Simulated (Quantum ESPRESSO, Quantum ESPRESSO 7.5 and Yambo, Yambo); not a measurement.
## A GW chain in Yambo: Al2O3 (Corundum)

Aim: the G0W0 gap of Al2O3 (Corundum) on PBE, step by step.

Main program and level: Quantum ESPRESSO 7.5 and Yambo 5.3.0; PBE and many-body steps on it, plane waves.

**The experiments to reproduce.**

- Gap 8.7 eV: optical band gap of host from absorption; optical absorption, quoted from earlier work; bulk crystal (high-purity reference sample) (quoted in “Multi-petahertz electron interference in Cr:Al2O3 solid-state material”, 2018, pmc:5906618).

## 1. Set-up

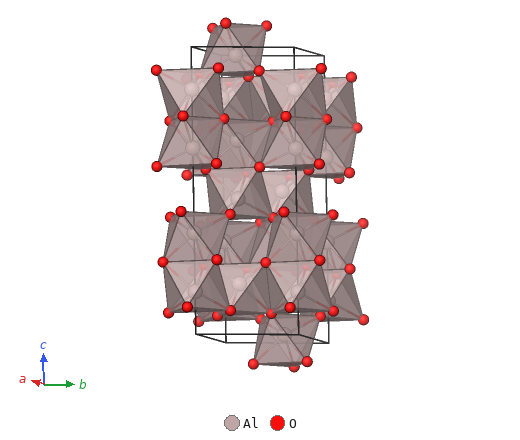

Start, viewed slightly off an axis; aluminium light grey, oxygen red. This picture shows the conventional cell, with its axes. Some periodic images of atoms are drawn too.

Coordinates:

```cif
data_structure
_symmetry_space_group_name_H-M 'R-3c:H'
_symmetry_Int_Tables_number 167
_cell_length_a 4.7605
_cell_length_b 4.7605
_cell_length_c 12.9956
_cell_angle_alpha 90.000
_cell_angle_beta 90.000
_cell_angle_gamma 120.000
_cell_volume 255.05
loop_
_atom_site_label
_atom_site_type_symbol
_atom_site_symmetry_multiplicity
_atom_site_Wyckoff_symbol
_atom_site_fract_x
_atom_site_fract_y
_atom_site_fract_z
_atom_site_occupancy
Al1 Al 12 c 0.66667 0.33333 0.18549 1
O1 O 18 e 0.64001 0.66667 0.41667 1
```

The cell and positions come from the Crystallography Open Database and are kept as given unless a step says otherwise.

## 2. Ground state

This step: Quantum ESPRESSO 7.5; DFT, PBE, plane waves, norm-conserving pseudopotentials.

The ground-state density comes first.

pw.in reads:

```
&control
  calculation = 'scf'
  prefix = 'x'
  outdir = 'o'
  pseudo_dir = 'pseudo'
/
&system
  ibrav = 0
  nat = 10
  ntyp = 2
  ecutwfc = 72.0
  nbnd = 33
  force_symmorphic = .true.
/
&electrons
  conv_thr = 1e-10
  electron_maxstep = 80
  mixing_beta = 0.5
/
ATOMIC_SPECIES
  Al 26.982 Al.upf
  O 15.999 O.upf
CELL_PARAMETERS angstrom
  2.3802500000 1.3742379782 4.3318666667
  -2.3802500000 1.3742379782 4.3318666667
  -0.0000000000 -2.7484759565 4.3318666667
ATOMIC_POSITIONS crystal
  Al 0.3521600000 0.3521600000 0.3521600000
  Al 0.1478400000 0.1478400000 0.1478400000
  Al 0.6478400000 0.6478400000 0.6478400000
  Al 0.8521600000 0.8521600000 0.8521600000
  O 0.5566800000 0.9433200000 0.2500000000
  O 0.2500000000 0.5566800000 0.9433200000
  O 0.9433200000 0.2500000000 0.5566800000
  O 0.4433200000 0.0566800000 0.7500000000
  O 0.7500000000 0.4433200000 0.0566800000
  O 0.0566800000 0.7500000000 0.4433200000
K_POINTS automatic
  6 6 6 0 0 0
```

The run is started by

```
$ OMP_NUM_THREADS=1 mpirun -n 4 pw.x -nk 4 -in pw.in > pw.out
```

Output:

```text
Program PWSCF v.7.5 starts

     This program is part of the open-source Quantum ESPRESSO suite
     for quantum simulation of materials; please cite
         "P. Giannozzi et al., J. Phys.:Condens. Matter 21 395502 (2009);
         "P. Giannozzi et al., J. Phys.:Condens. Matter 29 465901 (2017);
         "P. Giannozzi et al., J. Chem. Phys. 152 154105 (2020);
     in publications or presentations arising from this work. More details at
     Message from routine setup:
     using ibrav=0 with symmetry is DISCOURAGED, use correct ibrav instead

     G-vector sticks info

     bravais-lattice index     =            0
     lattice parameter (alat)  =       9.6947  a.u.
     unit-cell volume          =     573.7299 (a.u.)^3
     number of atoms/cell      =           10
     number of atomic types    =            2
     number of electrons       =        48.00
     number of Kohn-Sham states=           33
     kinetic-energy cutoff     =      72.0000  Ry
     charge density cutoff     =     288.0000  Ry
     scf convergence threshold =      1.0E-10
     mixing beta               =       0.5000
     number of iterations used =            8  plain     mixing
     Exchange-correlation= PBE
                           (   1   4   3   4   0   0   0)

     celldm(1)=   9.694717  celldm(2)=   0.000000  celldm(3)=   0.000000
     celldm(4)=   0.000000  celldm(5)=   0.000000  celldm(6)=   0.000000

     crystal axes: (cart. coord. in units of alat)
               a(1) = (   0.463966   0.267871   0.844382 )
               a(2) = (  -0.463966   0.267871   0.844382 )
               a(3) = (  -0.000000  -0.535742   0.844382 )

     reciprocal axes: (cart. coord. in units 2 pi/alat)
               b(1) = (  1.077665  0.622190  0.394766 )
               b(2) = ( -1.077665  0.622190  0.394766 )
               b(3) = (  0.000000 -1.244380  0.394766 )
     Pseudo is Norm-conserving + core correction, Zval =  3.0
     Generated using ONCVPSP code by D. R. Hamann
     Using radial grid of 1876 points,  6 beta functions with:
     Pseudo is Norm-conserving + core correction, Zval =  6.0
     Generated using ONCVPSP code by D. R. Hamann
     Using radial grid of  936 points,  5 beta functions with:
     Al                3.00    26.98200     Al( 1.00)
     O                 6.00    15.99900     O ( 1.00)

      6 Sym. Ops., with inversion, found

   Cartesian axes

     site n.     atom                  positions (alat units)
         1        Al     tau(   1) = (   0.0000000  -0.0000000   0.8920724  )
         2        Al     tau(   2) = (  -0.0000000  -0.0000000   0.3745002  )
         3        Al     tau(   3) = (   0.0000000  -0.0000000   1.6410728  )
         4        Al     tau(   4) = (   0.0000000  -0.0000000   2.1586450  )
         5        O      tau(   5) = (  -0.1793879   0.2678710   1.4776680  )
         6        O      tau(   6) = (  -0.1422891  -0.2892900   1.4776680  )
         7        O      tau(   7) = (   0.3216770   0.0214190   1.4776680  )
         8        O      tau(   8) = (   0.1793879  -0.2678710   1.0554772  )
         9        O      tau(   9) = (   0.1422891   0.2892900   1.0554772  )
        10        O      tau(  10) = (  -0.3216770  -0.0214190   1.0554772  )

     number of k points=    40
                       cart. coord. in units 2pi/alat
        k(    1) = (   0.0000000   0.0000000   0.0000000), wk =   0.0092593
        k(    2) = (   0.0000000  -0.2073967   0.0657944), wk =   0.0555556
        k(    3) = (   0.0000000  -0.4147934   0.1315887), wk =   0.0555556
        k(    4) = (   0.0000000   0.6221900  -0.1973831), wk =   0.0277778
        k(    5) = (  -0.1796108  -0.1036983   0.1315887), wk =   0.0555556
        k(    6) = (  -0.1796108  -0.3110950   0.1973831), wk =   0.0555556
        k(    7) = (  -0.1796108   0.7258884  -0.1315887), wk =   0.0555556
        k(    8) = (  -0.1796108   0.5184917  -0.0657944), wk =   0.0555556
        k(    9) = (  -0.1796108   0.3110950   0.0000000), wk =   0.0555556
        k(   10) = (  -0.3592216  -0.2073967   0.2631774), wk =   0.0555556
     [... 28 further rows ...]
        k(   39) = (  -0.1796108  -0.5184917  -0.1315887), wk =   0.0555556
        k(   40) = (   0.7184432  -0.2073967   0.2631774), wk =   0.0555556

     Dense  grid:    47361 G-vectors     FFT dimensions: (  54,  54,  54)

     Initial potential from superposition of free atoms

     starting charge      47.9902, renormalised to      48.0000
     Starting wfcs are   40 randomized atomic wfcs

     per-process dynamical memory:    73.0 Mb

     Self-consistent Calculation

     iteration #  1     ecut=    72.00 Ry     beta= 0.50

     total energy              =    -217.68225071 Ry
     estimated scf accuracy    <       1.96371754 Ry

     iteration #  2     ecut=    72.00 Ry     beta= 0.50

     total energy              =    -218.21542244 Ry
     estimated scf accuracy    <       0.16139819 Ry

     iteration #  3     ecut=    72.00 Ry     beta= 0.50

     total energy              =    -218.23388091 Ry
     estimated scf accuracy    <       0.01729740 Ry

     iteration #  4     ecut=    72.00 Ry     beta= 0.50

     total energy              =    -218.23630496 Ry
     estimated scf accuracy    <       0.00729512 Ry

     iteration #  5     ecut=    72.00 Ry     beta= 0.50

     total energy              =    -218.23731721 Ry
     estimated scf accuracy    <       0.00012065 Ry

     iteration #  6     ecut=    72.00 Ry     beta= 0.50

     total energy              =    -218.23739636 Ry
     estimated scf accuracy    <       0.00002323 Ry

     iteration #  7     ecut=    72.00 Ry     beta= 0.50

     total energy              =    -218.23739665 Ry
     estimated scf accuracy    <       0.00000383 Ry

     iteration #  8     ecut=    72.00 Ry     beta= 0.50

     total energy              =    -218.23739768 Ry
     estimated scf accuracy    <          3.8E-09 Ry

     iteration #  9     ecut=    72.00 Ry     beta= 0.50

     total energy              =    -218.23739768 Ry
     estimated scf accuracy    <       0.00000006 Ry

     iteration # 10     ecut=    72.00 Ry     beta= 0.50

     total energy              =    -218.23739769 Ry
     estimated scf accuracy    <          4.9E-10 Ry

     iteration # 11     ecut=    72.00 Ry     beta= 0.50

     End of self-consistent calculation

          k = 0.0000 0.0000 0.0000 (  5879 PWs)   bands (ev):

   -11.4506  -9.1143  -8.8348  -8.8348  -8.5172  -8.5172   0.8371   1.8374
     2.1856   2.1856   3.3122   3.4095   3.4095   4.4160   4.7721   6.2886
     6.2886   6.4230   6.4230   7.2303   7.2303   7.6741   7.6741   7.7187
    13.9850  16.9063  18.4961  19.2829  19.2829  19.4363  20.1345  20.1345
    20.1785

          k = 0.0000-0.2074 0.0658 (  5895 PWs)   bands (ev):

   -11.3071  -9.1869  -8.9183  -8.8631  -8.5857  -8.5271   0.9891   1.5866
     2.0061   2.7583   2.8097   3.3521   4.2872   4.9613   5.0479   5.8121
     6.1783   6.3226   6.4916   6.8545   7.0432   7.3775   7.6353   7.6686
    14.6073  17.4099  18.0648  18.9581  18.9996  19.2493  20.2812  20.3685
    20.6942

          k = 0.0000-0.4148 0.1316 (  5926 PWs)   bands (ev):

   -10.8989  -9.6487  -8.8916  -8.8641  -8.7303  -8.5917   1.1713   1.6131
     1.8673   2.6579   3.4338   3.9091   4.6856   5.3187   5.4268   5.5676
     5.8732   5.9862   6.2676   6.3473   6.8820   7.1752   7.4908   7.5353
    15.9099  17.5595  17.9120  18.2688  18.6673  19.2204  20.0222  20.1509
    20.6276

          k = 0.0000 0.6222-0.1974 (  5936 PWs)   bands (ev):

     [... further k-points ...]

     highest occupied, lowest unoccupied level (ev):     7.7187   13.9850

!    total energy              =    -218.23739769 Ry
     estimated scf accuracy    <          2.1E-11 Ry

     The total energy is the sum of the following terms:
     one-electron contribution =     -34.97263499 Ry
     hartree contribution      =      53.34687270 Ry
     xc contribution           =     -60.38168908 Ry
     ewald contribution        =    -176.22994631 Ry

     convergence has been achieved in  11 iterations

     XML data file, charge density, pseudopotentials, collected wavefunctions

=------------------------------------------------------------------------------=
   JOB DONE.
=------------------------------------------------------------------------------=
```

Wall time 70 s (4 MPI ranks of Arm Neoverse V1, shared host); peak memory 0.49 GiB; 4.6 min of CPU time.

This step gave:

- total energy: -2969.2711 eV
- gap: 6.266 eV
- k of the valence top: 0, 0, 0
- k of the conduction bottom: 0, 0, 0
- least direct gap: 6.266 eV

The gap is direct, at Γ.

## 3. Bands along the symmetry lines

Levels along a band path, at the cheap level, show where the edges lie and whether the meshes to come will hold them.

pw.in reads:

```
&control
  calculation = 'bands'
  prefix = 'x'
  outdir = 'o'
  pseudo_dir = 'pseudo'
/
&system
  ibrav = 0
  nat = 10
  ntyp = 2
  ecutwfc = 72.0
  nbnd = 30
  force_symmorphic = .true.
/
&electrons
  conv_thr = 1e-9
  electron_maxstep = 80
  diago_full_acc = .true.
  diago_thr_init = 5e-6
/
ATOMIC_SPECIES
  Al 26.982 Al.upf
  O 15.999 O.upf
CELL_PARAMETERS angstrom
  2.3802500000 1.3742379782 4.3318666667
  -2.3802500000 1.3742379782 4.3318666667
  -0.0000000000 -2.7484759565 4.3318666667
ATOMIC_POSITIONS crystal
  Al 0.3521600000 0.3521600000 0.3521600000
  Al 0.1478400000 0.1478400000 0.1478400000
  Al 0.6478400000 0.6478400000 0.6478400000
  Al 0.8521600000 0.8521600000 0.8521600000
  O 0.5566800000 0.9433200000 0.2500000000
  O 0.2500000000 0.5566800000 0.9433200000
  O 0.9433200000 0.2500000000 0.5566800000
  O 0.4433200000 0.0566800000 0.7500000000
  O 0.7500000000 0.4433200000 0.0566800000
  O 0.0566800000 0.7500000000 0.4433200000
K_POINTS crystal
  59
  0.00000000 0.00000000 0.00000000 1
  0.06250000 0.06250000 0.06250000 1
  0.12500000 0.12500000 0.12500000 1
  0.18750000 0.18750000 0.18750000 1
  0.25000000 0.25000000 0.25000000 1
  0.31250000 0.31250000 0.31250000 1
  0.37500000 0.37500000 0.37500000 1
  0.43750000 0.43750000 0.43750000 1
  0.50000000 0.50000000 0.50000000 1
  0.53327994 0.46672006 0.50000000 1
  0.56655988 0.43344012 0.50000000 1
  0.59983982 0.40016018 0.50000000 1
  0.63311976 0.36688024 0.50000000 1
  0.66639970 0.33360030 0.50000000 1
  0.69967964 0.30032036 0.50000000 1
  0.73295958 0.26704042 0.50000000 1
  0.76623952 0.23376048 0.50000000 1
  0.50000000 -0.23376048 0.23376048 1
  0.50000000 -0.20454042 0.20454042 1
  0.50000000 -0.17532036 0.17532036 1
  0.50000000 -0.14610030 0.14610030 1
  0.50000000 -0.11688024 0.11688024 1
  0.50000000 -0.08766018 0.08766018 1
  0.50000000 -0.05844012 0.05844012 1
  0.50000000 -0.02922006 0.02922006 1
  0.50000000 0.00000000 0.00000000 1
  0.43750000 0.00000000 0.00000000 1
  0.37500000 0.00000000 0.00000000 1
  0.31250000 0.00000000 0.00000000 1
  0.25000000 0.00000000 0.00000000 1
  0.18750000 0.00000000 0.00000000 1
  0.12500000 0.00000000 0.00000000 1
  0.06250000 0.00000000 0.00000000 1
  0.00000000 0.00000000 0.00000000 1
  0.04586003 -0.04586003 0.00000000 1
  0.09172006 -0.09172006 0.00000000 1
  0.13758009 -0.13758009 0.00000000 1
  0.18344012 -0.18344012 0.00000000 1
  0.22930015 -0.22930015 0.00000000 1
  0.27516018 -0.27516018 0.00000000 1
  0.32102021 -0.32102021 0.00000000 1
  0.36688024 -0.36688024 -0.00000000 1
  0.63311976 0.00000000 0.36688024 1
  0.61647979 0.00000000 0.38352021 1
  0.59983982 0.00000000 0.40016018 1
  0.58319985 0.00000000 0.41680015 1
  0.56655988 0.00000000 0.43344012 1
  0.54991991 0.00000000 0.45008009 1
  0.53327994 0.00000000 0.46672006 1
  0.51663997 0.00000000 0.48336003 1
  0.50000000 0.00000000 0.50000000 1
  0.43750000 0.00000000 0.43750000 1
  0.37500000 0.00000000 0.37500000 1
  0.31250000 0.00000000 0.31250000 1
  0.25000000 0.00000000 0.25000000 1
  0.18750000 0.00000000 0.18750000 1
  0.12500000 0.00000000 0.12500000 1
  0.06250000 0.00000000 0.06250000 1
  0.00000000 0.00000000 0.00000000 1
```

Output:

```text
[banner, memory and clock lines left out]
Program PWSCF v.7.5 starts

     Atomic positions and unit cell read from directory:
     o/x.save/

     Message from routine setup:
     using ibrav=0 with symmetry is DISCOURAGED, use correct ibrav instead

     G-vector sticks info

     bravais-lattice index     =            0
     lattice parameter (alat)  =       9.6947  a.u.
     unit-cell volume          =     573.7299 (a.u.)^3
     number of atoms/cell      =           10
     number of atomic types    =            2
     number of electrons       =        48.00
     number of Kohn-Sham states=           30
     kinetic-energy cutoff     =      72.0000  Ry
     charge density cutoff     =     288.0000  Ry
     Exchange-correlation= PBE
                           (   1   4   3   4   0   0   0)

     celldm(1)=   9.694717  celldm(2)=   0.000000  celldm(3)=   0.000000
     celldm(4)=   0.000000  celldm(5)=   0.000000  celldm(6)=   0.000000

     crystal axes: (cart. coord. in units of alat)
               a(1) = (   0.463966   0.267871   0.844382 )
               a(2) = (  -0.463966   0.267871   0.844382 )
               a(3) = (  -0.000000  -0.535742   0.844382 )

     reciprocal axes: (cart. coord. in units 2 pi/alat)
               b(1) = (  1.077665  0.622190  0.394766 )
               b(2) = ( -1.077665  0.622190  0.394766 )
               b(3) = (  0.000000 -1.244380  0.394766 )
     Pseudo is Norm-conserving + core correction, Zval =  3.0
     Generated using ONCVPSP code by D. R. Hamann
     Using radial grid of 1876 points,  6 beta functions with:
     Pseudo is Norm-conserving + core correction, Zval =  6.0
     Generated using ONCVPSP code by D. R. Hamann
     Using radial grid of  936 points,  5 beta functions with:
     Al                3.00    26.98200     Al( 1.00)
     O                 6.00    15.99900     O ( 1.00)

      6 Sym. Ops., with inversion, found

   Cartesian axes

     site n.     atom                  positions (alat units)
         1        Al     tau(   1) = (   0.0000000  -0.0000000   0.8920724  )
         2        Al     tau(   2) = (  -0.0000000  -0.0000000   0.3745002  )
         3        Al     tau(   3) = (   0.0000000  -0.0000000   1.6410728  )
         4        Al     tau(   4) = (   0.0000000  -0.0000000   2.1586450  )
         5        O      tau(   5) = (  -0.1793879   0.2678710   1.4776680  )
         6        O      tau(   6) = (  -0.1422891  -0.2892900   1.4776680  )
         7        O      tau(   7) = (   0.3216770   0.0214190   1.4776680  )
         8        O      tau(   8) = (   0.1793879  -0.2678710   1.0554772  )
         9        O      tau(   9) = (   0.1422891   0.2892900   1.0554772  )
        10        O      tau(  10) = (  -0.3216770  -0.0214190   1.0554772  )

     number of k points=    59
                       cart. coord. in units 2pi/alat
        k(    1) = (   0.0000000   0.0000000   0.0000000), wk =   0.0338983
        k(    2) = (   0.0000000   0.0000000   0.0740187), wk =   0.0338983
        k(    3) = (   0.0000000   0.0000000   0.1480373), wk =   0.0338983
[...]
[... 47 further rows ...]
        k(   58) = (   0.0673540  -0.0388869   0.0493458), wk =   0.0338983
        k(   59) = (   0.0000000   0.0000000   0.0000000), wk =   0.0338983

     Dense  grid:    47361 G-vectors     FFT dimensions: (  54,  54,  54)

     The potential is recalculated from file :
     o/x.save/charge-density

     Starting wfcs are   40 randomized atomic wfcs

     Band Structure Calculation

     End of band structure calculation

          k = 0.0000 0.0000 0.0000 (  5879 PWs)   bands (ev):

   -11.4506  -9.1143  -8.8348  -8.8348  -8.5172  -8.5172   0.8371   1.8374
     2.1856   2.1856   3.3123   3.4095   3.4095   4.4160   4.7721   6.2886
     6.2886   6.4231   6.4231   7.2304   7.2304   7.6741   7.6741   7.7188
    13.9851  16.9063  18.4961  19.2830  19.2831  19.4365

          k = 0.0000 0.0000 0.0740 (  5881 PWs)   bands (ev):

[...]
14.0608  16.9134  18.4732  19.2979  19.2979  19.4352

          k = 0.0000 0.0000 0.1480 (  5896 PWs)   bands (ev):

[...]
14.2730  16.9317  18.4186  19.3516  19.3516  19.4313

          k =-0.0000-0.0000 0.2221 (  5902 PWs)   bands (ev):

[...]
k =-0.0000-0.0000 0.4441 (  5893 PWs)   bands (ev):

[...]
k =-0.0000 0.0000 0.5181 (  5893 PWs)   bands (ev):

[...]
k = 0.7907-0.1252 0.1974 (  5936 PWs)   bands (ev):

[...]
k = 0.7593-0.0707 0.1974 (  5922 PWs)   bands (ev):

[...]
k = 0.7278-0.0162 0.1974 (  5928 PWs)   bands (ev):

[...]
k = 0.0988-0.0000-0.0000 (  5897 PWs)   bands (ev):

[...]
k = 0.1977-0.0000-0.0000 (  5898 PWs)   bands (ev):

[...]
k = 0.3954-0.0000-0.0000 (  5910 PWs)   bands (ev):

[...]
k = 0.4942-0.0000-0.0000 (  5906 PWs)   bands (ev):

[...]
k = 0.6919 0.0000 0.0000 (  5922 PWs)   bands (ev):

[...]
k = 0.7907-0.0000-0.0000 (  5922 PWs)   bands (ev):

[...]
k = 0.1347-0.0778 0.0987 (  5901 PWs)   bands (ev):

[...]
k = 0.0674-0.0389 0.0493 (  5900 PWs)   bands (ev):

[...]
14.1068  16.9856  18.3836  19.2102  19.4066  19.4109

          k = 0.0000 0.0000 0.0000 (  5879 PWs)   bands (ev):

[...]
2.1856   2.1856   3.3123   3.4095   3.4095   4.4160   4.7721   6.2886
     6.2886   6.4231   6.4231   7.2304   7.2304   7.6741   7.6741   7.7188
    13.9851  16.9063  18.4961  19.2830  19.2832  19.4364

     XML data file, pseudopotentials, collected wavefunctions
```

Elapsed: 32 s, on 4 MPI ranks; peak memory 0.32 GiB; 2.1 min of CPU time.

This step gave:

| Quantity | Value |
| --- | --- |
| gap | 6.266 eV |
| k of the valence top | 0, 0, 0 |
| k of the conduction bottom | 0, 0, 0 |
| least direct gap | 6.266 eV |

The gap is 6.266 eV, as in the run before at this level.

The electronic bands at the labelled points (eV, zero at the top of the highest filled band):

```
     point  band 21  band 22  band 23  band 24  band 25  band 26  band 27  band 28
         Γ    -0.49    -0.04    -0.04     0.00     6.27     9.19    10.78    11.56
         T    -0.38    -0.38    -0.38    -0.38     8.71     8.71    11.13    11.13
        H2    -0.84    -0.84    -0.50    -0.50     9.74     9.74    10.15    10.15
jump to H0    -0.84    -0.84    -0.50    -0.50     9.74     9.74    10.15    10.15
         L    -0.90    -0.90    -0.27    -0.27     9.49     9.49     9.68     9.68
         Γ    -0.49    -0.04    -0.04     0.00     6.27     9.19    10.78    11.56
        S0    -0.88    -0.84    -0.56    -0.28     9.54     9.57     9.78    10.26
jump to S2    -0.88    -0.84    -0.56    -0.28     9.54     9.57     9.78    10.26
         F    -1.02    -0.91    -0.74    -0.25     9.68     9.76     9.95    10.44
         Γ    -0.49    -0.04    -0.04     0.00     6.27     9.19    10.78    11.56
```

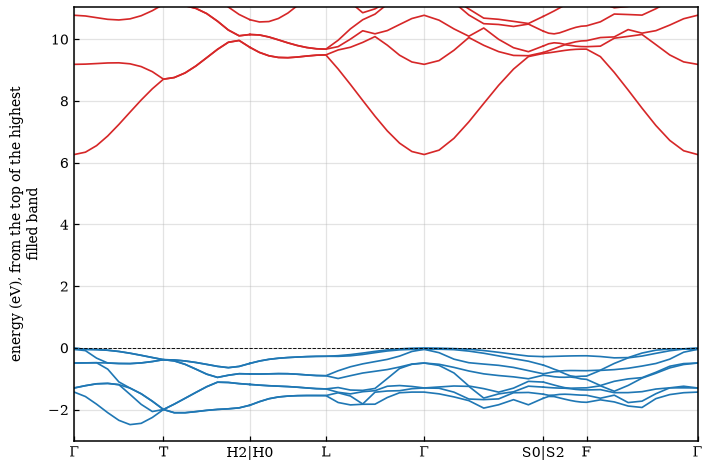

Electronic bands along the path; lines of filled and empty bands in two colours.

(Part 1 of 3 ends here.)

[Paths, hosts, dates, memory and timing lines, banners, echoed tables and standing remarks are left out of the program output.]

[Logs are printed without paths, hosts, clocks, repeated set-up lines and the standing remarks that a program may print on its own settings, such as how far it seeks lower states.]

[Runs of the session that timed out or met a known fault of the program may be left out.]

[Hosts, paths, dates, database ids (printed as entryN), source tags and the programs' standing remarks are cut or masked in the printed files.]
